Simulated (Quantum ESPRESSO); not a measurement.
# ordered GaP(1-x)As(x) in the cubic cell: a series in the share x of As, part 3 of 7

What law, if any, do the results for ordered GaP(1-x)As(x) in the cubic cell follow against the share x of As?

Quantum ESPRESSO 7.5; plane-wave DFT, LDA, GBRV ultrasoft pseudopotentials.

So far. Step 2 (Relaxing cell and ions, 0):  The last row is no step: it is a fresh SCF in the final cell with a new plane-wave basis, +2 meV from the row before.

## (4) Complex band structure, 0

Level of this step: complex band structure by pwcond; plane-wave DFT, LDA, GBRV ultrasoft pseudopotentials (Quantum ESPRESSO).

pwcond with ikind = 0 solves for the decaying states at each energy.

m0.cbs.in

```
&inputcond
  outdir = './out'
  prefixl = 'm0.scf'
  band_file = 'm0.cbs'
  ikind = 0
  ewind = 4.0
  epsproj = 1e-05
  nz1 = 7
  energy0 = 3.5
  denergy = -0.1
/
3
  0.00000000 0.00000000 1.00000000
  0.50000000 0.00000000 1.00000000
  0.50000000 0.50000000 1.00000000
46
```

Command:

```sh
$ OMP_NUM_THREADS=1 mpirun -n 4 pwcond.x -in m0.cbs.in > m0.cbs.out
```

Log:

```text
[banner, memory and clock lines left out]
Program PWCOND v.7.5 starts

          URL

     ./out/m0.scf.save/

     IMPORTANT: XC functional enforced from input :
     Exchange-correlation= PZ
                           (   1   1   0   0   0   0   0)
     Any further DFT definition will be discarded
     Please, verify this is what you really want

     Check: negative core charge=   -0.000001
     Reading collected, re-writing distributed wavefunctions

===== INPUT FILE containing the left lead =====

     GEOMETRY:

     lattice parameter (alat)  =      10.1861  a.u.
     the volume                =    1056.8747 (a.u.)^3
     the cross section         =     103.7566 (a.u.)^2
     l of the unit cell        =       1.0000 (alat)
     number of atoms/cell      =            8
     number of atomic types    =            2

     crystal axes: (cart. coord. in units of alat)
               a(1) = (  1.0000  0.0000  0.0000 )
               a(2) = (  0.0000  1.0000  0.0000 )
               a(3) = (  0.0000  0.0000  1.0000 )

   Cartesian axes

     site n.     atom                  positions (alat units)
          1        Ga     tau(  1)=(  0.0000  0.0000  1.0000  )
          2        Ga     tau(  2)=(  0.5000  0.5000  1.0000  )
          3        Ga     tau(  3)=(  0.5000  0.0000  0.5000  )
          4        Ga     tau(  4)=(  0.0000  0.5000  0.5000  )
          5        P      tau(  5)=(  0.2500  0.2500  0.2500  )
          6        P      tau(  6)=(  0.7500  0.7500  0.2500  )
          7        P      tau(  7)=(  0.7500  0.2500  0.7500  )
          8        P      tau(  8)=(  0.2500  0.7500  0.7500  )

     nr1s                      =           45
     nr2s                      =           45
     nr3s                      =           45
     nr1sx                     =           45
     nr2sx                     =           45
     nr3sx                     =           45
     nr1                       =           45
     nr2                       =           45
     nr3                       =           45
     nr1x                      =           45
     nr2x                      =           45
     nr3x                      =           45

 _______________________________
  Radii of nonlocal spheres:

     type       ibeta     ang. mom.          radius (alat units)
       Ga         1         0                    0.1789
       Ga         2         0                    0.1789
       Ga         3         1                    0.1789
       Ga         4         1                    0.1789
       Ga         5         2                    0.1789
       Ga         6         2                    0.1789
       P          1         0                    0.1477
       P          2         0                    0.1477
       P          3         1                    0.1477
       P          4         1                    0.1477
       P          5         2                    0.1477
       P          6         2                    0.1477
----- General information -----

----- Complex band structure calculation -----

     nrx                       =           45
     nry                       =           45
     nz1                       =            7

     energy0               =         3.5E+00
     denergy               =        -1.0E-01
     nenergy               =         46
     ecut2d                =         4.0E+01
     ewind                 =         4.0E+00
     epsproj               =         1.0E-05

     number of k_|| points=    3
                       cryst. coord.
        k(    1) = (   0.0000000   0.0000000), wk =   0.3333333
        k(    2) = (   0.5000000   0.0000000), wk =   0.3333333
        k(    3) = (   0.5000000   0.5000000), wk =   0.3333333
----- Information about left lead -----

     nocros                   =           36
     noins                    =          108
     norb                     =          180
     norbf                    =          180
     nrz                      =           45

      iorb      type   ibeta   ang. mom.   m       position (alat)
        1        1       1        0        1   taunew(   1)=(  0.0000  0.0000  0.0000)
        2        1       2        0        1   taunew(   2)=(  0.0000  0.0000  0.0000)
        3        1       3        1        1   taunew(   3)=(  0.0000  0.0000  0.0000)
        4        1       3        1        2   taunew(   4)=(  0.0000  0.0000  0.0000)
        5        1       3        1        3   taunew(   5)=(  0.0000  0.0000  0.0000)
        6        1       4        1        1   taunew(   6)=(  0.0000  0.0000  0.0000)
        7        1       4        1        2   taunew(   7)=(  0.0000  0.0000  0.0000)
        8        1       4        1        3   taunew(   8)=(  0.0000  0.0000  0.0000)
        9        1       5        2        1   taunew(   9)=(  0.0000  0.0000  0.0000)
       10        1       5        2        2   taunew(  10)=(  0.0000  0.0000  0.0000)
       11        1       5        2        3   taunew(  11)=(  0.0000  0.0000  0.0000)
       12        1       5        2        4   taunew(  12)=(  0.0000  0.0000  0.0000)
       13        1       5        2        5   taunew(  13)=(  0.0000  0.0000  0.0000)
       14        1       6        2        1   taunew(  14)=(  0.0000  0.0000  0.0000)
       15        1       6        2        2   taunew(  15)=(  0.0000  0.0000  0.0000)
       16        1       6        2        3   taunew(  16)=(  0.0000  0.0000  0.0000)
       17        1       6        2        4   taunew(  17)=(  0.0000  0.0000  0.0000)
       18        1       6        2        5   taunew(  18)=(  0.0000  0.0000  0.0000)
       19        1       1        0        1   taunew(  19)=(  0.5000  0.5000  0.0000)
       20        1       2        0        1   taunew(  20)=(  0.5000  0.5000  0.0000)
       21        1       3        1        1   taunew(  21)=(  0.5000  0.5000  0.0000)
       22        1       3        1        2   taunew(  22)=(  0.5000  0.5000  0.0000)
       23        1       3        1        3   taunew(  23)=(  0.5000  0.5000  0.0000)
       24        1       4        1        1   taunew(  24)=(  0.5000  0.5000  0.0000)
       25        1       4        1        2   taunew(  25)=(  0.5000  0.5000  0.0000)
       26        1       4        1        3   taunew(  26)=(  0.5000  0.5000  0.0000)
       27        1       5        2        1   taunew(  27)=(  0.5000  0.5000  0.0000)
       28        1       5        2        2   taunew(  28)=(  0.5000  0.5000  0.0000)
       29        1       5        2        3   taunew(  29)=(  0.5000  0.5000  0.0000)
       30        1       5        2        4   taunew(  30)=(  0.5000  0.5000  0.0000)
[...]
116        2       4        1        3   taunew( 116)=(  0.7500  0.2500  0.7500)
      117        2       5        2        1   taunew( 117)=(  0.7500  0.2500  0.7500)
      118        2       5        2        2   taunew( 118)=(  0.7500  0.2500  0.7500)
      119        2       5        2        3   taunew( 119)=(  0.7500  0.2500  0.7500)
      120        2       5        2        4   taunew( 120)=(  0.7500  0.2500  0.7500)
      121        2       5        2        5   taunew( 121)=(  0.7500  0.2500  0.7500)
      122        2       6        2        1   taunew( 122)=(  0.7500  0.2500  0.7500)
      123        2       6        2        2   taunew( 123)=(  0.7500  0.2500  0.7500)
      124        2       6        2        3   taunew( 124)=(  0.7500  0.2500  0.7500)
      125        2       6        2        4   taunew( 125)=(  0.7500  0.2500  0.7500)
      126        2       6        2        5   taunew( 126)=(  0.7500  0.2500  0.7500)
      127        2       1        0        1   taunew( 127)=(  0.2500  0.7500  0.7500)
      128        2       2        0        1   taunew( 128)=(  0.2500  0.7500  0.7500)
      129        2       3        1        1   taunew( 129)=(  0.2500  0.7500  0.7500)
      130        2       3        1        2   taunew( 130)=(  0.2500  0.7500  0.7500)
      131        2       3        1        3   taunew( 131)=(  0.2500  0.7500  0.7500)
      132        2       4        1        1   taunew( 132)=(  0.2500  0.7500  0.7500)
      133        2       4        1        2   taunew( 133)=(  0.2500  0.7500  0.7500)
      134        2       4        1        3   taunew( 134)=(  0.2500  0.7500  0.7500)
      135        2       5        2        1   taunew( 135)=(  0.2500  0.7500  0.7500)
      136        2       5        2        2   taunew( 136)=(  0.2500  0.7500  0.7500)
      137        2       5        2        3   taunew( 137)=(  0.2500  0.7500  0.7500)
      138        2       5        2        4   taunew( 138)=(  0.2500  0.7500  0.7500)
      139        2       5        2        5   taunew( 139)=(  0.2500  0.7500  0.7500)
      140        2       6        2        1   taunew( 140)=(  0.2500  0.7500  0.7500)
      141        2       6        2        2   taunew( 141)=(  0.2500  0.7500  0.7500)
      142        2       6        2        3   taunew( 142)=(  0.2500  0.7500  0.7500)
      143        2       6        2        4   taunew( 143)=(  0.2500  0.7500  0.7500)
      144        2       6        2        5   taunew( 144)=(  0.2500  0.7500  0.7500)
      145        1       1        0        1   taunew( 145)=(  0.0000  0.0000  1.0000)
      146        1       2        0        1   taunew( 146)=(  0.0000  0.0000  1.0000)
      147        1       3        1        1   taunew( 147)=(  0.0000  0.0000  1.0000)
      148        1       3        1        2   taunew( 148)=(  0.0000  0.0000  1.0000)
      149        1       3        1        3   taunew( 149)=(  0.0000  0.0000  1.0000)
      150        1       4        1        1   taunew( 150)=(  0.0000  0.0000  1.0000)
      151        1       4        1        2   taunew( 151)=(  0.0000  0.0000  1.0000)
      152        1       4        1        3   taunew( 152)=(  0.0000  0.0000  1.0000)
      153        1       5        2        1   taunew( 153)=(  0.0000  0.0000  1.0000)
      154        1       5        2        2   taunew( 154)=(  0.0000  0.0000  1.0000)
      155        1       5        2        3   taunew( 155)=(  0.0000  0.0000  1.0000)
      156        1       5        2        4   taunew( 156)=(  0.0000  0.0000  1.0000)
      157        1       5        2        5   taunew( 157)=(  0.0000  0.0000  1.0000)
      158        1       6        2        1   taunew( 158)=(  0.0000  0.0000  1.0000)
      159        1       6        2        2   taunew( 159)=(  0.0000  0.0000  1.0000)
      160        1       6        2        3   taunew( 160)=(  0.0000  0.0000  1.0000)
      161        1       6        2        4   taunew( 161)=(  0.0000  0.0000  1.0000)
      162        1       6        2        5   taunew( 162)=(  0.0000  0.0000  1.0000)
      163        1       1        0        1   taunew( 163)=(  0.5000  0.5000  1.0000)
      164        1       2        0        1   taunew( 164)=(  0.5000  0.5000  1.0000)
      165        1       3        1        1   taunew( 165)=(  0.5000  0.5000  1.0000)
      166        1       3        1        2   taunew( 166)=(  0.5000  0.5000  1.0000)
      167        1       3        1        3   taunew( 167)=(  0.5000  0.5000  1.0000)
      168        1       4        1        1   taunew( 168)=(  0.5000  0.5000  1.0000)
      169        1       4        1        2   taunew( 169)=(  0.5000  0.5000  1.0000)
      170        1       4        1        3   taunew( 170)=(  0.5000  0.5000  1.0000)
      171        1       5        2        1   taunew( 171)=(  0.5000  0.5000  1.0000)
      172        1       5        2        2   taunew( 172)=(  0.5000  0.5000  1.0000)
      173        1       5        2        3   taunew( 173)=(  0.5000  0.5000  1.0000)
      174        1       5        2        4   taunew( 174)=(  0.5000  0.5000  1.0000)
      175        1       5        2        5   taunew( 175)=(  0.5000  0.5000  1.0000)
      176        1       6        2        1   taunew( 176)=(  0.5000  0.5000  1.0000)
      177        1       6        2        2   taunew( 177)=(  0.5000  0.5000  1.0000)
      178        1       6        2        3   taunew( 178)=(  0.5000  0.5000  1.0000)
      179        1       6        2        4   taunew( 179)=(  0.5000  0.5000  1.0000)
      180        1       6        2        5   taunew( 180)=(  0.5000  0.5000  1.0000)
 ngper, shell number =          333          46
 ngper, n2d =          333         333
---  E-Ef =    3.5000000  k =    0.0000000   0.0000000
---  ie =          1  ik =          1
 Nchannels of the left tip =            7
 Right moving states:
   k1(2pi/a)   k2(2pi/a)   E-Ef (eV)
  -0.1526943  -0.0000000   3.5000000
   0.2616370   0.0000000   3.5000000
   0.3264042   0.0000000   3.5000000
   0.3264094   0.0000000   3.5000000
   0.3504555   0.0000000   3.5000000
   0.3504555   0.0000000   3.5000000
   0.4706646   0.0000000   3.5000000
 Left moving states:
   k1(2pi/a)   k2(2pi/a)   E-Ef (eV)
   0.1526943  -0.0000000   3.5000000
  -0.2616370   0.0000000   3.5000000
  -0.3264042   0.0000000   3.5000000
  -0.3264094  -0.0000000   3.5000000
  -0.3504555   0.0000000   3.5000000
  -0.3504555   0.0000000   3.5000000
  -0.4706646   0.0000000   3.5000000

---  E-Ef =    3.4000000  k =    0.0000000   0.0000000
---  ie =          2  ik =          1
 Nchannels of the left tip =            7
 Right moving states:
   k1(2pi/a)   k2(2pi/a)   E-Ef (eV)
  -0.1894096  -0.0000000   3.4000000
   0.2360868   0.0000000   3.4000000
   0.3156750   0.0000000   3.4000000
   0.3156802   0.0000000   3.4000000
   0.3398441   0.0000000   3.4000000
   0.3398441   0.0000000   3.4000000
   0.4512343   0.0000000   3.4000000
 Left moving states:
   k1(2pi/a)   k2(2pi/a)   E-Ef (eV)
   0.1894096  -0.0000000   3.4000000
  -0.2360868   0.0000000   3.4000000
  -0.3156750   0.0000000   3.4000000
  -0.3156802  -0.0000000   3.4000000
  -0.3398441   0.0000000   3.4000000
  -0.3398441   0.0000000   3.4000000
  -0.4512343   0.0000000   3.4000000
[... further energies and points left out ...]
---  E-Ef =   -0.9000000  k =    0.5000000   0.5000000
---  ie =         45  ik =          3
 Nchannels of the left tip =            0
 Right moving states:
   k1(2pi/a)   k2(2pi/a)   E-Ef (eV)
 Left moving states:
   k1(2pi/a)   k2(2pi/a)   E-Ef (eV)

---  E-Ef =   -1.0000000  k =    0.5000000   0.5000000
---  ie =         46  ik =          3
 Nchannels of the left tip =            0
 Right moving states:
   k1(2pi/a)   k2(2pi/a)   E-Ef (eV)
 Left moving states:
   k1(2pi/a)   k2(2pi/a)   E-Ef (eV)

Note: The following floating-point exceptions are signalling: IEEE_UNDERFLOW_FLAG
Note: The following floating-point exceptions are signalling: IEEE_UNDERFLOW_FLAG
Note: The following floating-point exceptions are signalling: IEEE_UNDERFLOW_FLAG
Note: The following floating-point exceptions are signalling: IEEE_UNDERFLOW_FLAG
```

The job ended after 25 min (4 MPI ranks of Arm Neoverse V1, shared host; peak memory 0.66 GiB; 1.6 h of CPU time).

K across = (0, 0) in the cell's reciprocal vectors; values within 0.0025 1/Å of each other count once, columns are sorted by size at each energy, a dash where no further value was kept. Im kz of the slowest decaying states against energy, zero at the highest filled level of the SCF mesh:

```tsv
energy (eV)	decay 1 (Å⁻¹)	decay 2 (Å⁻¹)	decay 3 (Å⁻¹)
-1.00	0.295	0.764	1.58
-0.70	0.291	0.294	0.714
-0.50	0.285	0.291	0.679
-0.20	0.273	0.282	0.623
0.00	0.007	0.262	0.273
0.10	0.053	0.095	0.256
0.30	0.086	0.158	0.241
0.60	0.109	0.21	0.232
0.90	0.117	0.174	0.202
1.10	0.115	0.14	0.176
1.40	0.044	0.102	0.121
1.60	0.051	0.084	0.272
1.90	0.272	1.37	1.62
2.20	0.266	1.34	1.58
2.40	0.257	1.33	1.56
2.70	0.239	1.30	1.53
3.00	0.028	0.213	1.28
3.20	0.045	0.188	1.26
3.50	0.136	1.24	1.44
```

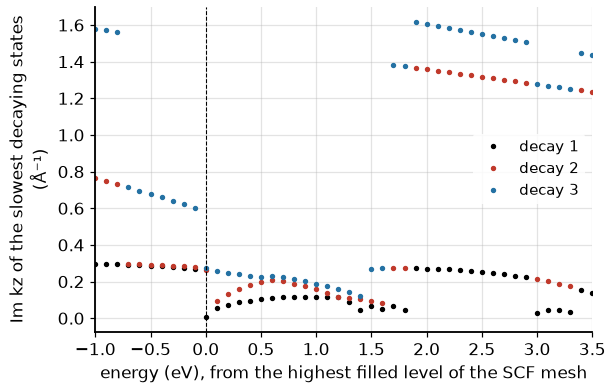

Im kz of the slowest decaying states against energy.

K across = (1/2, 0) in the cell's reciprocal vectors; values within 0.0025 1/Å of each other count once, columns are sorted by size at each energy, a dash where no further value was kept. The Im kz of the slowest decaying states by energy, zero at the highest filled level of the SCF mesh:

```tsv
energy (eV)	decay 1 (Å⁻¹)	decay 2 (Å⁻¹)	decay 3 (Å⁻¹)
-1.0000	0.136	0.212	0.713
-0.8000	0.198	0.226	0.687
-0.5000	0.24	0.253	0.652
-0.3000	0.245	0.278	0.63
0.0000	0.247	0.302	0.6
0.2000	0.245	0.313	0.581
0.5000	0.237	0.322	0.554
0.7000	0.228	0.323	0.536
1.0000	0.209	0.32	0.51
1.2000	0.192	0.315	0.492
1.5000	0.158	0.302	0.465
1.7000	0.126	0.29	0.445
2.0000	0.02	0.265	0.414
2.2000	0.244	0.391	0.975
2.5000	0.203	0.354	0.929
2.7000	0.165	0.325	0.897
3.0000	0.059	0.274	0.846
3.2000	0.231	0.81	1.33
3.5000	0.135	0.753	1.30
```

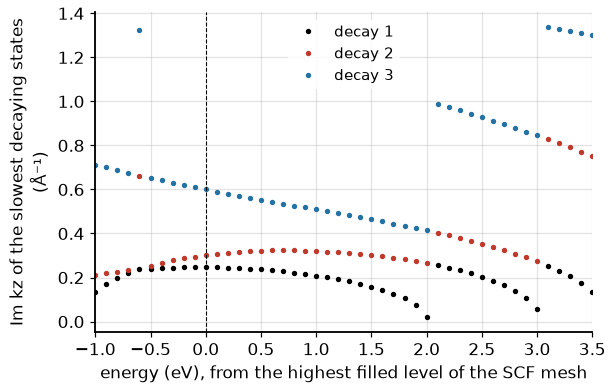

Im kz of the slowest decaying states against energy.

K across = (1/2, 1/2) in the cell's reciprocal vectors; values within 0.0025 1/Å of each other count once, columns are sorted by size at each energy, a dash where no further value was kept. Im kz of the slowest decaying states against energy, zero at the highest filled level of the SCF mesh:

```tsv
energy (eV)	decay 1 (Å⁻¹)	decay 2 (Å⁻¹)	decay 3 (Å⁻¹)
-1.000	0.088	0.401	1.07
-0.500	0.154	0.574	1.00
0.000	0.177	0.623	0.938
0.500	0.176	0.635	0.869
1.000	0.15	0.628	0.796
1.500	0.069	0.608	0.718
2.000	0.576	0.629	1.68
2.500	0.524	0.533	1.64
3.000	0.367	0.479	1.59
3.500	0.24	0.408	1.55
```

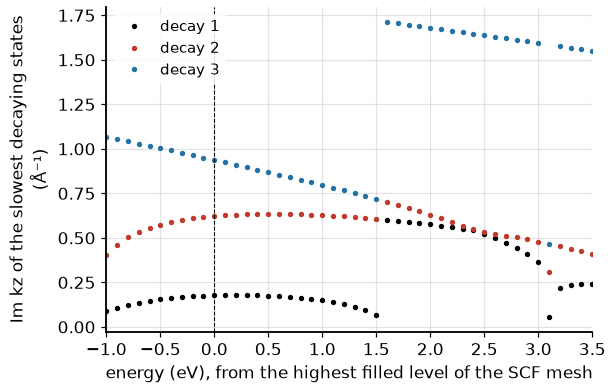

Im kz of the slowest decaying states, plotted against energy.

(Part 3 of 7 ends here.)

[Logs are printed without paths, hosts, clocks, repeated set-up lines and the standing remarks that a program may print on its own settings, such as how far it seeks lower states.]

[Hosts, paths, dates, database ids (printed as entryN), source tags and the programs' standing remarks are cut or masked in the printed files.]

[Maps of the electrostatic potential energy from Ansatz leave out the sawtooth potential of an applied field or a dipole correction, so their vacuum need not be flat; planar profiles and work functions include it.]
